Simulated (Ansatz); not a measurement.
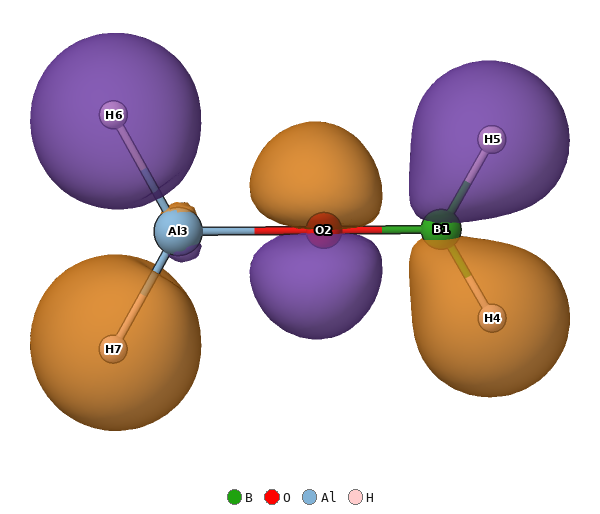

Figure. AlBH$_{4}$O (SMILES B[O][AlH2]). The HOMO at ±0.1 Å⁻³ᐟ² (orange and purple are the two phases), seen across its widest extent.

Geometry: GFN2-xTB.

Theory: isolated molecule in a Gaussian basis; Hartree-Fock (Ansatz 0.2.0).

```json
{"atom": "B", "x (Å)": "-1.2398", "y (Å)": "0.4605", "z (Å)": "-0.7551"}
{"atom": "O", "x (Å)": "-0.1510", "y (Å)": "0.0550", "z (Å)": "-0.0928"}
{"atom": "Al", "x (Å)": "1.2033", "y (Å)": "-0.4472", "z (Å)": "0.7321"}
{"atom": "H", "x (Å)": "-1.7221", "y (Å)": "-0.2434", "z (Å)": "-1.5654"}
{"atom": "H", "x (Å)": "-1.7020", "y (Å)": "1.5165", "z (Å)": "-0.5192"}
{"atom": "H", "x (Å)": "1.8196", "y (Å)": "0.4868", "z (Å)": "1.7815"}
{"atom": "H", "x (Å)": "1.7920", "y (Å)": "-1.8283", "z (Å)": "0.4189"}
```

Where does this orbital lie, and at what energy?

Its weight (Hirshfeld) is mainly on O2 (about 25 %), Al3 (about 15 %), B1 (about 15 %), H6 (about 15 %), H7 (about 15 %), H4 (about 10 %) and H5 (about 10 %); it is symmetric in the molecular plane (an in-plane orbital: σ, lone-pair or in-plane π type). Its energy is −11.22 eV.
